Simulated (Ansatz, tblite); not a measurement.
**Te(GeH3)2 (Ge₂TeH₆): spin-state energies by level**

Aim: set other spin states of Te(GeH3)2 (Ge₂TeH₆) against its singlet, on many levels of theory.

Program: Ansatz 0.2.0, Gaussian basis. Level of theory: as each input shows. These are calculated values, not measurements.

The runs, in order: triplet, at the geometry of the singlet (GFN1-xTB, GFN2-xTB, PBE0-D4/def2-TZVP, PBE-D4/def2-TZVP, r2SCAN-D4/def2-TZVP); the singlet's energies come from earlier runs.

1 further run of the same task is left out (set aside as unsound or not needed). Runs told in other sessions of the task aren't counted.

## (1) The geometry

The geometry is that of the singlet, from an earlier relaxation (PBE-D4/def2-SVP).

9 atoms, charge 0, spin multiplicity 1.

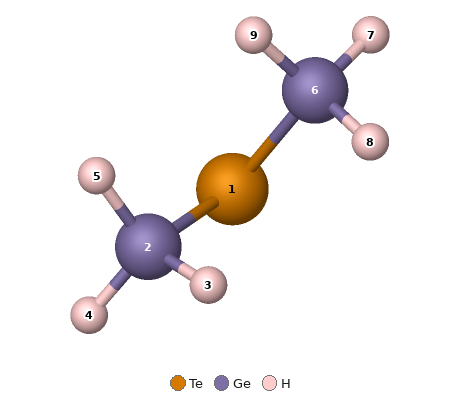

The geometry (tellurium orange, germanium purple, hydrogen pink); atoms are numbered from 1 in the order of the file.

Te takes a core potential in the def2 sets. No spin-orbit coupling is included.

## (2) Triplet at the fixed geometry, GFN1-xTB

Tight binding, by tblite at 300 K electronic temperature and without a spin-polarisation term:

```python
tblite.interface.Calculator('GFN1-xTB', numbers, positions, charge=0, uhf=2).singlepoint()
```

Energy -278.9420 eV; 0.006 s.

## (3) Triplet at the fixed geometry, GFN2-xTB

Tight binding, by tblite at 300 K electronic temperature and without a spin-polarisation term:

```python
tblite.interface.Calculator('GFN2-xTB', numbers, positions, charge=0, uhf=2).singlepoint()
```

Energy -268.5954 eV; 0.005 s.

## (4) Triplet at the fixed geometry, PBE0-D4/def2-TZVP

The input, in.yaml:

```yaml
crystal:
  periodic: [false, false, false]
  atoms:
    - {symbol: Te, position_ang: [0.002837, 0.017023, -1.846086]}
    - {symbol: Ge, position_ang: [1.839227, -0.004520, -0.025840]}
    - {symbol: H, position_ang: [1.687430, 1.228291, 0.904397]}
    - {symbol: H, position_ang: [3.200657, 0.049365, -0.763158]}
    - {symbol: H, position_ang: [1.740304, -1.301773, 0.820298]}
    - {symbol: Ge, position_ang: [-1.839377, 0.006662, -0.031525]}
    - {symbol: H, position_ang: [-3.195239, -0.122363, -0.769849]}
    - {symbol: H, position_ang: [-1.801489, 1.325085, 0.786547]}
    - {symbol: H, position_ang: [-1.634351, -1.197779, 0.925216]}
basis:
  gaussian: {orbitals: def2-TZVP}
magnetization: {spin_polarized: true, initial_magnetization: 2}
hamiltonian: {xc: pbe0, dispersion: d4}
scf: {omitted_lower_state_checks: [starts]}
output: {orbitals: {seedname: orbitals}}
```

Started as:

```
ansatz run in.yaml --threads 4 --pin off --events-out ev --progress --plain --max-ram 3916MiB
```

The log of the run:

```text
Functional definition: PBE0
  name "PBE0"
  cite "Adamo & Barone, J. Chem. Phys. 110, 6158 (1999) doi:10.1063/1.478522"
  cite "Perdew, Burke & Ernzerhof, Phys. Rev. Lett. 77, 3865 (1996) doi:10.1103/PhysRevLett.77.3865"
  parent pbe
  parameter a = 0.25
  parameter kappa = 0.804
  parameter beta = 0.06672455060314922
  exchange = (1 - a)*pbe_x(kappa = kappa, mu = beta*pi^2/3) + a*exact_x
  correlation = pbe_c(beta = beta)
these checks for a lower state are left out or cut short: starts
1428 factors; integrals over basis functions are off by at most 8.9e-4 eV
mean field evaluation 1: about -120409.8801 eV, gradient 1.6e1 eV
mean field evaluation 2: about -120410.1260 eV, gradient 1.4e1 eV
mean field evaluation 4: about -120410.7986 eV, gradient 6.6e-1 eV
mean field evaluation 8: about -120410.8668 eV, gradient 1.2e-1 eV
mean field evaluation 16: about -120410.8668 eV, gradient 2.6e-4 eV
mean field -120410.86683728 eV, -4425.0177388530 hartree, gradient 2.4e-5 eV, S^2 2.004830; 0 other end points of the search recorded, 0 dependent functions left out
reference -120410.86687298 eV, -4425.0177401651 hartree; 48, 46 occupied and 134, 136 virtual orbitals, 1428 factors
Total energy: -120411.06935188 eV, -4425.0251811275 hartree
Checks for a lower state left out: starts
```

Run time: 4.2 s. Hardware: 4 threads of INTEL XEON PLATINUM 8581C at 2.30GHz, shared host; peak memory 0.77 GiB.

HOMO -2.94 eV, LUMO -4.81 eV (over both spins; with the spin held, an empty level of the minority spin lies below the top filled one); ⟨S²⟩ 2.005 (pure: 2.00).

## (5) Triplet at the fixed geometry, PBE-D4/def2-TZVP

start.molden holds the orbitals of an earlier run on this state, given as this run's starting guess.

Edit in.yaml of step 4 so:

```diff
@@ -13,5 +13,5 @@
 basis:
-  gaussian: {orbitals: def2-TZVP}
+  gaussian: {orbitals: def2-TZVP, initial_orbitals: start.molden}
 magnetization: {spin_polarized: true, initial_magnetization: 2}
-hamiltonian: {xc: pbe0, dispersion: d4}
+hamiltonian: {xc: pbe, dispersion: d4}
 scf: {omitted_lower_state_checks: [starts]}
```

Same command.

The log of the run:

```text
Functional definition: PBE
  name "PBE"
  cite "Perdew, Burke & Ernzerhof, Phys. Rev. Lett. 77, 3865 (1996) doi:10.1103/PhysRevLett.77.3865"
  parent pbe
  parameter kappa = 0.804
  parameter beta = 0.06672455060314922
  exchange = pbe_x(kappa = kappa, mu = beta*pi^2/3)
  correlation = pbe_c(beta = beta)
these checks for a lower state are left out or cut short: starts
1366 factors; their error is unknown
mean field evaluation 1: about -120407.3205 eV, gradient 8.7e0 eV
mean field evaluation 2: about -120407.4686 eV, gradient 2.3e-1 eV
mean field evaluation 4: about -120407.3215 eV, gradient 3.8e-3 eV
mean field evaluation 8: about -120407.3215 eV, gradient 5.4e-5 eV
mean field -120407.32145750 eV, -4424.8874485494 hartree, gradient 4.1e-5 eV, S^2 2.002443; 0 other end points of the search recorded, 0 dependent functions left out
reference -120407.32150416 eV, -4424.8874502640 hartree; 48, 46 occupied and 134, 136 virtual orbitals, 1366 factors
Total energy: -120407.55593914 eV, -4424.8960655908 hartree
Checks for a lower state left out: starts
```

Run time: 1.9 s. Hardware: 4 threads of INTEL XEON PLATINUM 8581C at 2.30GHz, shared host.

From the report: HOMO -2.29 eV, LUMO -5.68 eV (over both spins; with the spin held, an empty level of the minority spin lies below the top filled one); ⟨S²⟩ 2.002 (pure: 2.00).

## (6) Triplet at the fixed geometry, r2SCAN-D4/def2-TZVP

Edit in.yaml of step 5 so:

```diff
@@ -15,3 +15,3 @@
 magnetization: {spin_polarized: true, initial_magnetization: 2}
-hamiltonian: {xc: pbe, dispersion: d4}
+hamiltonian: {xc: r2scan, dispersion: d4}
 scf: {omitted_lower_state_checks: [starts]}
```

The command is unchanged.

The log of the run:

```text
Functional definition: r2SCAN
  name "r2SCAN"
  cite "Furness, Kaplan, Ning, Perdew & Sun, J. Phys. Chem. Lett. 11, 8208 (2020) doi:10.1021/acs.jpclett.0c02405"
  cite "Furness, Kaplan, Ning, Perdew & Sun, J. Phys. Chem. Lett. 11, 9248 (2020) doi:10.1021/acs.jpclett.0c03077"
  parent r2scan
  parameter k0 = 0.174
  parameter k1 = 0.065
  parameter a1 = 4.9479
  exchange = r2scan_x(k0 = k0, k1 = k1, a1 = a1)
  correlation = r2scan_c
these checks for a lower state are left out or cut short: starts
1366 factors; their error is unknown
mean field evaluation 1: about -120427.3947 eV, gradient 6.3e0 eV
mean field evaluation 2: about -120427.4584 eV, gradient 9.9e-2 eV
mean field evaluation 4: about -120427.3174 eV, gradient 9.9e-4 eV
mean field evaluation 8: about -120427.3174 eV, gradient 4.8e-5 eV
mean field -120427.31743115 eV, -4425.6222870270 hartree, gradient 1.2e-5 eV, S^2 2.006917; 0 other end points of the search recorded, 0 dependent functions left out
reference -120427.31744791 eV, -4425.6222876430 hartree; 48, 46 occupied and 134, 136 virtual orbitals, 1366 factors
Total energy: -120427.37018056 eV, -4425.6242255324 hartree
Checks for a lower state left out: starts
```

It took 4.2 s on 4 threads of INTEL XEON PLATINUM 8581C at 2.30GHz, shared host.

HOMO -2.40 eV, LUMO -5.43 eV (over both spins; with the spin held, an empty level of the minority spin lies below the top filled one); ⟨S²⟩ 2.007 (pure: 2.00).

## (7) Triplet less singlet, vertical

The singlet's energies are those of its earlier runs, whose logs aren't repeated here.

| level | triplet less singlet, vertical (kJ/mol) | time |
| --- | --- | --- |
| GFN1-xTB | +461.9 | 0.012 s |
| GFN2-xTB | +404.4 | 0.008 s |
| PBE-D4/def2-TZVP | +335.8 | 2.8 s |
| r2SCAN-D4/def2-TZVP | +342.4 | 6 s |
| PBE0-D4/def2-TZVP | +349.5 | 6.2 s |

Times add the two runs; a level without a time comes out of a correlated run. Tight binding without a spin term can't rank spin states.

## (8) Results

```
                                                quantity                                       value
triplet less singlet, vertical, functionals in def2-TZVP  +335.8 (PBE-D4) to +349.5 kJ/mol (PBE0-D4)
```

What this shows: All functionals put the triplet above the singlet, over a spread of 13.8 kJ/mol. The checks for a lower triplet were left out, so another state of that spin may lie lower. These are electronic energies, without zero-point motion, entropy or surroundings.
